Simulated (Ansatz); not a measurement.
Electronic density of states of amorphous Ti20O41Be, density 3.42 g/cm³, on a 2×2×2 Γ-centred mesh with a Gaussian width of 0.1 eV; energies count from the Fermi level, whose place inside the gap is arbitrary. Cell and mesh are small, so fine structure isn't converged. These are PBE, scalar-relativistic without spin-orbit coupling (plane waves to 420 eV, PAW; Ansatz, a quantum-chemistry and plane-wave program) values and carry that method's errors. Sampling: a 2×2×2 Γ-centred mesh; Fermi-Dirac width 0.02 eV; no spin polarisation.

The cell was made by melting and quenching with the CHGNet potential and then relaxed with DFT. O atoms were pushed apart under 1.9 Å during the dynamics, to hinder bonds among them. The hot cell started wider than the set density and was brought back towards it in steps. It is the lowest in DFT energy of 2 quenches. It is a model cell: composition and starting density were chosen by hand, and all elements were melted together. No dispersion term was used. Its density started from a set value of 3.58 and ended at 3.42 g/cm³. Cooling (nominally 240 K/ps over its main leg) ran many orders faster than in experiment, which tends to leave more defects and strain. A cell of this size samples the disorder only roughly. Volume and shape were free in the relaxation.

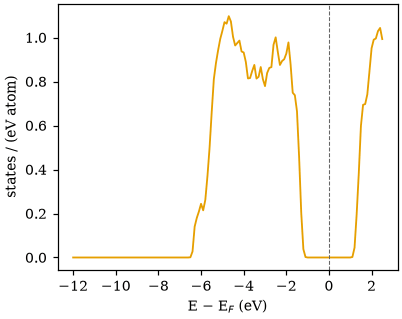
Figure: Density of states per atom

The gap on this mesh is 2.59 eV; the broadening fills part of it in the curve.
